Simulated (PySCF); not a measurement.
ClH3Si, SMILES `Cl[SiH3]`.

Level of theory: B3LYP/def2-SVP (PySCF), at a geometry from GFN2-xTB. No frequency check shows the geometry to be a minimum. GFN2-xTB bond lengths at metals and heavier atoms can be off by up to 0.1 Å and shapes distorted, which carries into these values.

Coordinates in Å:

```
Cl1     -1.0452    0.0000    0.0000
Si2      0.9650   -0.0000    0.0001
H3       1.4193   -1.2584   -0.5812
H4       1.4206    0.1260    1.3789
H5       1.4192    1.1326   -0.7992
```

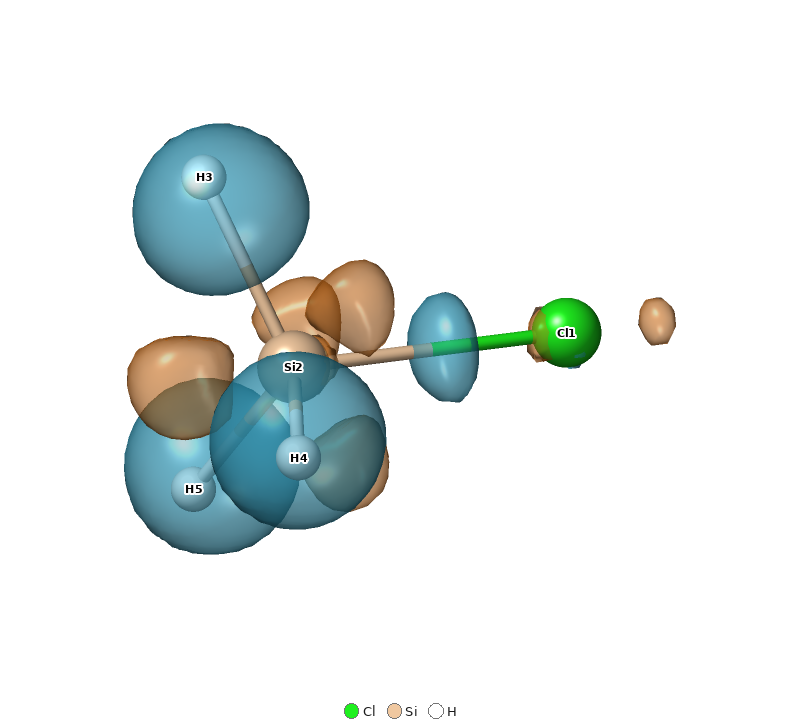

Deformation density (molecule less spherical, spin-averaged free atoms at the same positions), surfaces at ±0.1 e/Å³; light blue: gain, orange: loss.

### Describe the bonding that the map shows.

Si2–H4, Si2–H3 and Si2–H5: +0.19 e/Å³ at the bond critical point (bond length 1.46 Å, Mayer order 0.9). Cl1–Si2: +0.03 e/Å³ at the bond critical point (bond length 2.01 Å, Mayer order 1.1); up to 0.6 Å beside the axis the gain reaches +0.17 e/Å³. In all, 1.1 electrons gather in the regions of gain relative to the promolecule. A small or negative value marks a very polar bond, one between electron-rich atoms, whose free-atom densities already overlap strongly, a long bond to a heavier atom, or a closed-shell contact such as a hydrogen bond.

### Where do the Hirshfeld charges lie?

The highest Hirshfeld charge is on Si2 (+0.35 e), the lowest on Cl1 (−0.11 e).

```tsv
atom	charge (e)
Cl1	−0.11
Si2	+0.35
H3	−0.08
H4	−0.08
H5	−0.08
```
